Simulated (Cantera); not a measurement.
A closed system holds: 1 mol Cu, 2.3 mol F₂, 0.37 mol N₂, 15 mol HF, held at 100000 Pa.

These are equilibrium values from Cantera (NASA tables, ideal gas, pure condensed phases), not measurements of a reactor. Candidate condensed phases: Cu, CuF₂; 25 gas species. Rates play no part.

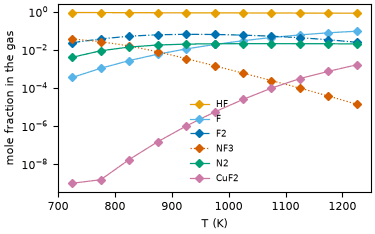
Figure: Equilibrium gas composition (values under 1e-9 drawn at 1e-9)

From 725 K to 1075 K the condensed part is CuF₂(s). From 1125 K to 1225 K the condensed part is CuF₂(l).
